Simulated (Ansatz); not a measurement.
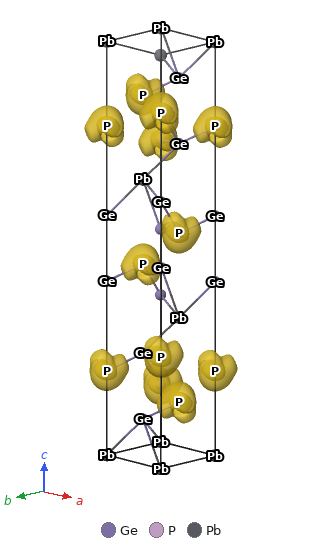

Figure 1: Ge$_{2}$P$_{2}$Pb. Isosurface of the ELF at 0.7 (yellow), seen at an oblique angle. Core shells and regions of very low density are left out. Sticks mark near contacts.

Space group R-3m; a structure from a database of computed crystals, not necessarily the ambient phase; started from the Bi2Te2S-166 prototype, which need not be the ambient phase.

All numbers below come from DFT, r2SCAN+rVV10, plane waves, PAW (Ansatz).

In a PAW calculation such maps are meaningful between the atoms, not at the nuclei.

Question: Where are the electrons localised?

Answer: At this value the surface marks out six regions on P in which the atom's valence shell and bonds are merged, counted in one cell of 15 atoms. Regions shared between cells count once. Profiles from the grid: Ge–P (2.39 Å): the ELF peaks at about 0.90 in the valence shell of P, 0.9 Å from its nucleus, and is about 0.80 at the midpoint. Ge–Pb (3.15 Å): the ELF is about 0.30 at the midpoint: no localised pair shows between them.
